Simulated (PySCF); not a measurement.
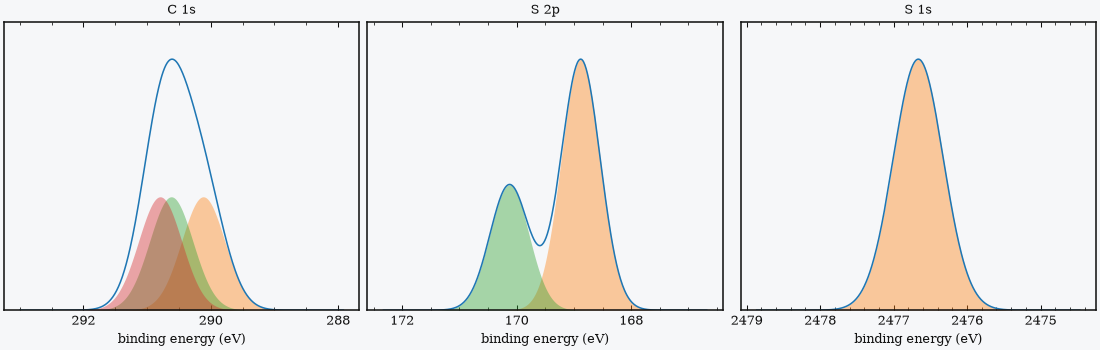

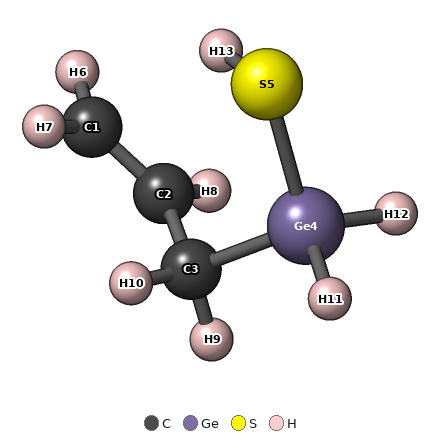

Simulated XPS of C₃H₈GeS, SMILES C=C[CH2][GeH2][SH], singlet. Vertical core-electron binding energies by ΔSCF (SCAN, pcX-2 on the ionised atom, pcseg-1 elsewhere, spin-free X2C; PySCF, at a PBE0-D3(BJ)/def2-SVP geometry (no frequency check)), gas phase, against the vacuum level. One atom of each kind was ionised; within a panel, areas follow the number of like atoms and 2j + 1 (2p levels are split by first-order spin-orbit coupling, an approximation), each panel is scaled alone, Gaussians of 0.8 eV full width. Only the regions named are shown. Lines closer than the width merge in the curve.

> Assign the components.

| level | atoms | binding energy (eV) |
| --- | --- | --- |
| C 1s | C2 | 290.8 |
| C 1s | C3 | 290.6 |
| C 1s | C1 | 290.1 |
| S 2p1/2 | S5 | 170.1 |
| S 2p3/2 | S5 | 168.9 |
| S 1s | S5 | 2476.7 |

> How large is the chemical shift across the C 1s region?

0.7 eV, from C1 at 290.1 eV to C2 at 290.8 eV.

Note: one conformer of a flexible molecule.
